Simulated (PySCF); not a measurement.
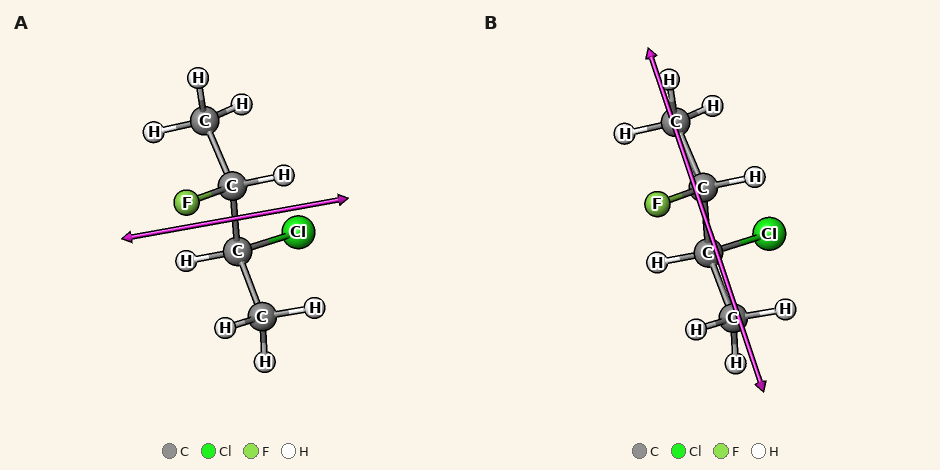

The double arrows show the directions of two transition dipoles from the ground state (lengths mean nothing). Computed geometry: GFN2-xTB optimisation. No frequency run is at hand to confirm it as a minimum. Method: TDDFT CAM-B3LYP/def2-SVPD, vertical, gas phase, core orbitals frozen in the response (PySCF 2.14.0).

Question. One belongs to singlet state 3 and one to singlet state 6. Which is which?

Answer. A: state 6, 9.07 eV (137 nm), oscillator strength 0.066, mainly HOMO−1 → LUMO+2 (weight 0.76).
B: state 3, 8.49 eV (146 nm), oscillator strength 0.047, mainly HOMO → LUMO+1 (weight 0.70).
